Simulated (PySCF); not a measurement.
**[PH4]+ (phosphonium): PBE0/STO-6G**

Aim: the energy change on altering one bond length of [PH4]+ (phosphonium) at PBE0/STO-6G, from 2 runs. 

The calculation is run with PySCF 2.14.0.

15 further runs of the same task are left out: 2 that didn't finish, 13 set aside as unsound or not needed.

### 1 The system as given

[PH4]+ has 5 atoms, charge +1, and is taken as a singlet. As SMILES, `[PH4+]`. The coordinates come from a GFN2-xTB relaxation.

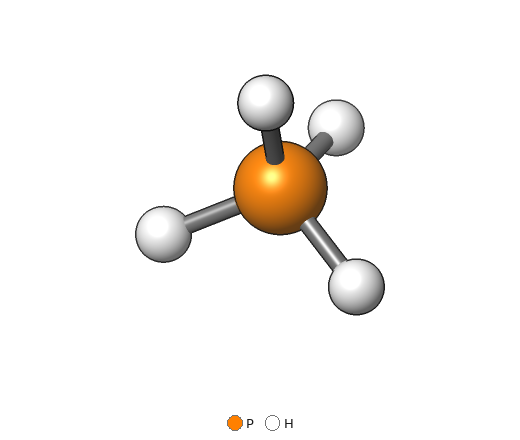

The structure, seen from a chosen angle (phosphorus orange, hydrogen white).

### 2 A single-point energy at PBE0/STO-6G

run.py reads:

```python
from pyscf import gto, dft

molecule = gto.M(
    atom='''
P     -0.000038     0.000000     0.000094
H      2.565228    -0.115897     0.397693
H     -1.166566    -1.920056     1.305820
H     -0.494844    -0.252751    -2.538545
H     -0.903762     2.288723     0.834938
''',
    max_memory=1860,
    verbose=4,
    charge=1,
    basis='sto-6g',
    unit='bohr',
)

mf = dft.RKS(molecule, xc='pbe0')
mf.conv_tol = 1e-10
mf.grids.level = 5
mf.kernel()
if not mf.converged:
    mf = mf.newton().run(mf.mo_coeff, mf.mo_occ)

etot = mf.e_tot
print('E = %.10f Eh' % etot)
```

On the command line:

```
$ OMP_NUM_THREADS=1 python run.py
```

Standard output:

```text
PySCF version 2.14.0

[INPUT] num. atoms = 5
[INPUT] num. electrons = 18
[INPUT] charge = 1
[INPUT] spin (= nelec alpha-beta = 2S) = 0
[INPUT] symmetry False subgroup None
[INPUT] Mole.unit = bohr
[INPUT] Symbol           X                Y                Z      unit          X                Y                Z       unit  Magmom
[INPUT]  1 P     -0.000020108734   0.000000000000   0.000049742658 AA   -0.000038000000   0.000000000000   0.000094000000 Bohr   0.0
[INPUT]  2 H      1.357460198414  -0.061330051214   0.210450072542 AA    2.565228000000  -0.115897000000   0.397693000000 Bohr   0.0
[INPUT]  3 H     -0.617320142234  -1.016049878890   0.691010185564 AA   -1.166566000000  -1.920056000000   1.305820000000 Bohr   0.0
[INPUT]  4 H     -0.261860167760  -0.133750069237  -1.343340162895 AA   -0.494844000000  -0.252751000000  -2.538545000000 Bohr   0.0
[INPUT]  5 H     -0.478250254495   1.211140053708   0.441830162131 AA   -0.903762000000   2.288723000000   0.834938000000 Bohr   0.0

nuclear repulsion = 24.5037922029163
number of shells = 9
number of NR pGTOs = 78
number of NR cGTOs = 13
basis = sto-6g
ecp = {}

******** <class 'pyscf.dft.rks.RKS'> ********
method = RKS
initial guess = minao
damping factor = 0
level_shift factor = 0
DIIS = <class 'pyscf.scf.diis.CDIIS'>
diis_start_cycle = 1
diis_space = 8
diis_damp = 0
SCF conv_tol = 1e-10
SCF conv_tol_grad = None
SCF max_cycles = 50
direct_scf = True
direct_scf_tol = 1e-13
XC library pyscf.dft.libxc version 7.0.0
    S. Lehtola, C. Steigemann, M. J.T. Oliveira, and M. A.L. Marques.,  SoftwareX 7, 1–5 (2018)
XC functionals = pbe0
radial grids:
    Treutler-Ahlrichs [JCP 102, 346 (1995); DOI:10.1063/1.469408] (M4) radial grids

becke partition: Becke, JCP 88, 2547 (1988); DOI:10.1063/1.454033
pruning grids: <function nwchem_prune>
grids dens level: 5
symmetrized grids: False
atomic radii adjust function: <function treutler_atomic_radii_adjust>
small_rho_cutoff = 0
Set gradient conv threshold to 1e-05
Initial guess from minao.
tot grids = 137752
init E= -342.190541666831
  HOMO = -0.414514294036578  LUMO = 0.223936761448059  gap/eV = 17.37314
cycle= 1 E= -342.155731125762  delta_E= 0.0348  |g|= 0.184  |ddm|= 2.05
  HOMO = -0.730727410623631  LUMO = -0.0428564334829815  gap/eV = 18.71792
cycle= 2 E= -342.16394192276  delta_E= -0.00821  |g|= 0.112  |ddm|= 0.481
  HOMO = -0.710259564976312  LUMO = -0.0298900123200938  gap/eV = 18.51380
cycle= 3 E= -342.168679232497  delta_E= -0.00474  |g|= 0.000337  |ddm|= 0.182
  HOMO = -0.710433220785457  LUMO = -0.0299585311014618  gap/eV = 18.51666
cycle= 4 E= -342.16867927938  delta_E= -4.69e-08  |g|= 1.86e-05  |ddm|= 0.000677
  HOMO = -0.710433696164797  LUMO = -0.0299571833756369  gap/eV = 18.51671
cycle= 5 E= -342.168679279561  delta_E= -1.8e-10  |g|= 1.54e-06  |ddm|= 3.98e-05
  HOMO = -0.710433071366249  LUMO = -0.0299567704886642  gap/eV = 18.51670
cycle= 6 E= -342.168679279562  delta_E= -1.25e-12  |g|= 3.6e-08  |ddm|= 2.82e-06
  HOMO = -0.710433090175501  LUMO = -0.0299567739268074  gap/eV = 18.51670
Extra cycle  E= -342.168679279562  delta_E= -5.68e-14  |g|= 1.15e-08  |ddm|= 1.05e-07
converged SCF energy = -342.168679279562
E = -342.1686792796 Eh
```

It took 1.7 s on 1 thread of Arm Neoverse V1, shared host; peak memory 0.2 GiB.

### 3 The distorted shape at the same level

run.py reads:

```python
from pyscf import gto, dft

mol = gto.M(
    atom='''
P        0.052343       0.026747       0.268701
H        1.409823      -0.034583       0.479101
H       -0.564957      -0.989303       0.959661
H       -0.261860      -0.133750      -1.343340
H       -0.425887       1.237887       0.710481
''',
    basis='sto-6g',
    charge=1,
    verbose=4,
    max_memory=1860,
)

calc0 = dft.RKS(mol, xc='pbe0')
calc0.grids.level = 5
calc0.conv_tol = 1e-10
calc0.kernel()
if not calc0.converged:
    calc0 = calc0.newton().run(calc0.mo_coeff, calc0.mo_occ)

e_tot = calc0.e_tot
print('Final energy', e_tot)
```

On the command line:

```
$ OMP_NUM_THREADS=1 python run.py
```

Standard output:

```text
PySCF version 2.14.0

[INPUT] num. atoms = 5
[INPUT] num. electrons = 18
[INPUT] charge = 1
[INPUT] spin (= nelec alpha-beta = 2S) = 0
[INPUT] symmetry False subgroup None
[INPUT] Mole.unit = angstrom
[INPUT] Symbol           X                Y                Z      unit          X                Y                Z       unit  Magmom
[INPUT]  1 P      0.052343000000   0.026747000000   0.268701000000 AA    0.098913934538   0.050544504654   0.507771299397 Bohr   0.0
[INPUT]  2 H      1.409823000000  -0.034583000000   0.479101000000 AA    2.664179354113  -0.065352398566   0.905369676005 Bohr   0.0
[INPUT]  3 H     -0.564957000000  -0.989303000000   0.959661000000 AA   -1.067614002156  -1.869511724211   1.813496462426 Bohr   0.0
[INPUT]  4 H     -0.261860000000  -0.133750000000  -1.343340000000 AA   -0.494843682979  -0.252750869161  -2.538544692173 Bohr   0.0
[INPUT]  5 H     -0.425887000000   1.237887000000   0.710481000000 AA   -0.804809790013   2.339267403159   1.342614506707 Bohr   0.0

nuclear repulsion = 23.4762760781139
number of shells = 9
number of NR pGTOs = 78
number of NR cGTOs = 13
basis = sto-6g
ecp = {}

******** <class 'pyscf.dft.rks.RKS'> ********
method = RKS
initial guess = minao
damping factor = 0
level_shift factor = 0
DIIS = <class 'pyscf.scf.diis.CDIIS'>
diis_start_cycle = 1
diis_space = 8
diis_damp = 0
SCF conv_tol = 1e-10
SCF conv_tol_grad = None
SCF max_cycles = 50
direct_scf = True
direct_scf_tol = 1e-13
XC library pyscf.dft.libxc version 7.0.0
    S. Lehtola, C. Steigemann, M. J.T. Oliveira, and M. A.L. Marques.,  SoftwareX 7, 1–5 (2018)
XC functionals = pbe0
radial grids:
    Treutler-Ahlrichs [JCP 102, 346 (1995); DOI:10.1063/1.469408] (M4) radial grids

becke partition: Becke, JCP 88, 2547 (1988); DOI:10.1063/1.454033
pruning grids: <function nwchem_prune>
grids dens level: 5
symmetrized grids: False
atomic radii adjust function: <function treutler_atomic_radii_adjust>
small_rho_cutoff = 0
Set gradient conv threshold to 1e-05
[... 1 set-up line as earlier in the session ...]
tot grids = 137752
init E= -342.078447700106
  HOMO = -0.361242211059999  LUMO = 0.0992801869173842  gap/eV = 12.53145
cycle= 1 E= -342.131373143096  delta_E= -0.0529  |g|= 0.184  |ddm|= 2.04
  HOMO = -0.668765365309423  LUMO = -0.162265528129313  gap/eV = 13.78256
cycle= 2 E= -342.137362026266  delta_E= -0.00599  |g|= 0.133  |ddm|= 0.512
  HOMO = -0.651468728681025  LUMO = -0.153231526195079  gap/eV = 13.55772
cycle= 3 E= -342.144625572513  delta_E= -0.00726  |g|= 0.00345  |ddm|= 0.224
  HOMO = -0.650498133741488  LUMO = -0.151379682063386  gap/eV = 13.58170
cycle= 4 E= -342.144633188327  delta_E= -7.62e-06  |g|= 0.000273  |ddm|= 0.00866
  HOMO = -0.650696570704366  LUMO = -0.151548075499997  gap/eV = 13.58252
cycle= 5 E= -342.144633235417  delta_E= -4.71e-08  |g|= 7.02e-06  |ddm|= 0.000642
  HOMO = -0.650693579730454  LUMO = -0.151545572408311  gap/eV = 13.58251
cycle= 6 E= -342.144633235444  delta_E= -2.69e-11  |g|= 4.17e-07  |ddm|= 1.64e-05
  HOMO = -0.650693340408984  LUMO = -0.151545479630329  gap/eV = 13.58251
Extra cycle  E= -342.144633235444  delta_E= -3.98e-13  |g|= 2.5e-07  |ddm|= 1.11e-06
converged SCF energy = -342.144633235444
Final energy -342.1446332354441
```

It took 1.7 s on 1 thread of Arm Neoverse V1, shared host; peak memory 0.2 GiB.

### 4 What came out

At PBE0/STO-6G:

| quantity | value |
| --- | --- |
| first shape: total energy | -342.16868 Eh |
| first shape: HOMO energy | -19.33 eV |
| first shape: LUMO energy | -0.82 eV |
| first shape: HOMO–LUMO gap | 18.52 eV |
| distorted shape: total energy | -342.14463 Eh |
| distorted shape: HOMO energy | -17.71 eV |
| distorted shape: LUMO energy | -4.12 eV |
| distorted shape: HOMO–LUMO gap | 13.58 eV |
| energy change with the P1–H4 bond stretched from 1.375 to 1.650 Å | 0.654 eV |

With the P1–H4 bond stretched from 1.375 to 1.650 Å the energy rises by 0.65 eV (15.1 kcal/mol). The first shape isn't relaxed at this level, so the change isn't measured from a minimum. The minimal basis adds a large error of its own. Mulliken charges (distorted shape) run from +0.10 on H2 to +0.57 on P1.
